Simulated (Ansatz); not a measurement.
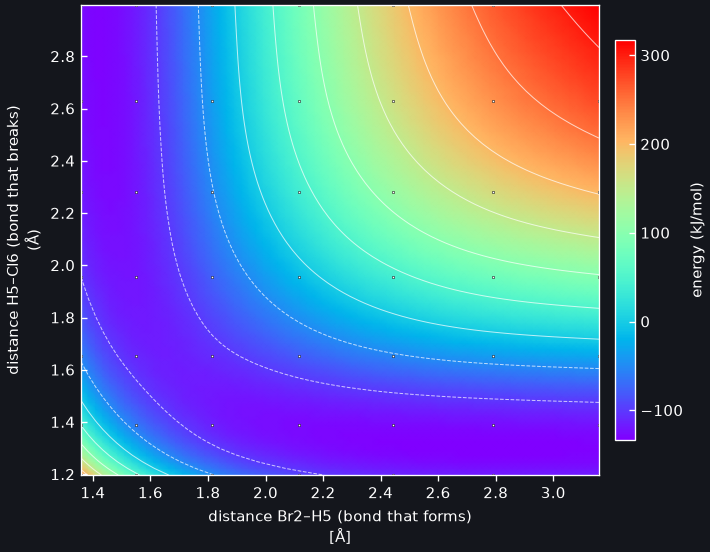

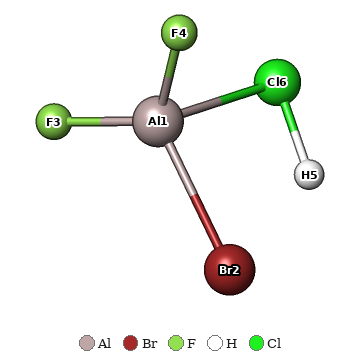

Energy landscape of the reacting system AlBrClF2H. Coordinates scanned: (1) distance Br2–H5 (bond that forms); (2) distance H5–Cl6 (bond that breaks). Relaxed at each point: all other coordinates. The scan uses a 7 × 7 grid. Points are written as (first, second). Energies: kJ/mol, counted from a guessed transition structure relaxed with its forming and breaking bonds held. The reference is spin-restricted, so regions where a bond is pulled apart into radicals lie too high. Computed with Ansatz, RKS PBE0-D4/def2-SVP.

The picture shows a smooth colour map with a few white contour lines, dots at the grid points. Between grid points the surface is interpolated. The second picture is the structure at the lowest point.

Where are the wells?

Answer. The lowest grid point is at (2.443 Å, 1.389 Å), −127 kJ/mol from a guessed transition structure relaxed with its forming and breaking bonds held. Other grid points that lie below all their neighbours: (1.551 Å, 1.954 Å) (7 kJ/mol higher). The highest grid point, (3.159 Å, 2.997 Å), lies 444 kJ/mol above the lowest. On the interpolated surface the lowest path from the side where the first distance is long, about (2.83 Å, 1.30 Å), to the side where the second distance is long, about (1.44 Å, 2.79 Å), has its top at about (1.69 Å, 1.62 Å), about 18 kJ/mol above the start and 15 kJ/mol above the end.

Each point was launched as `ansatz run input.yaml --threads 1 --pin off --max-ram 2560MiB --backend cpu --events-out ev --progress --plain --runs-dir out`. Time for the 49 points that were run: 20 min on 1 thread of Arm Neoverse V2, on a shared host.
